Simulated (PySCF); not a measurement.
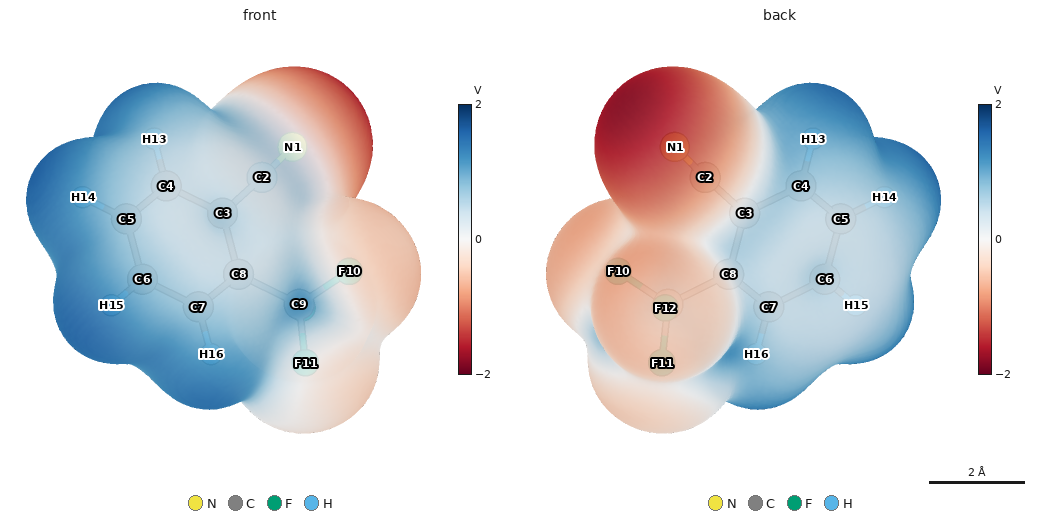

The picture shows: C8H4F3N. The electrostatic potential painted on the density surface at 0.002 e/bohr³, seen from the front and from behind; the colour scale runs from red (negative) to blue (positive).

Geometry: PBE0-D3(BJ)/ma-def2-SVP.

Level of theory: DFT single point, gas phase, functional wB97X (PySCF 2.14.0, density-fitted response routines).

```xyz
16

N     1.1725    3.1875    0.6714
C     0.6427    2.1793    0.4597
C    -0.0637    0.9584    0.2036
C    -1.4643    0.9857    0.2258
C    -2.1919   -0.1756   -0.0156
C    -1.5281   -1.3702   -0.2815
C    -0.1341   -1.4064   -0.3068
C     0.6041   -0.2521   -0.0664
C     2.1143   -0.3005   -0.0868
F     2.6268    0.0253    1.1044
F     2.5613   -1.5216   -0.3946
F     2.6185    0.5488   -0.9863
H    -1.9718    1.9287    0.4352
H    -3.2832   -0.1442    0.0050
H    -2.0952   -2.2839   -0.4710
H     0.3888   -2.3403   -0.5153
```

Where is the surface potential most negative and most positive?

Answer. The most negative region (about −1.8 V) lies over N1, the most positive (about +1.6 V) over H14 and H15. N1 is the likeliest acceptor of a hydrogen bond.
